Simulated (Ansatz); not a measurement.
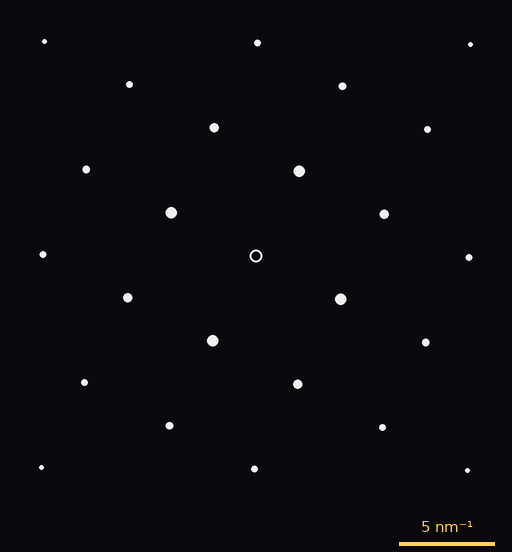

The pattern is a kinematic simulation for 100 kV electrons (no multiple scattering; isotropic B = 0.5 Å²).

Phase: Cr, space group Im-3m (No. 229), a = 2.81 Å. Structure: the input geometry of an electronic-structure calculation (not necessarily at equilibrium).

```
Cr
1.0
     2.81485    0.00000    0.00000
     0.00000    2.81485    0.00000
     0.00000    0.00000    2.81485
Cr
2
Direct
  0.00000 0.00000 0.00000
  0.50000 0.50000 0.50000
```

Measure the pattern against the scale bar and name the zone.

The spots form a square net with both shortest vectors at d = 1.99 Å, 90.0° apart. They index as 1 -1 0 and 1 1 0, so the zone axis is [001] (or an equivalent direction of <001>).
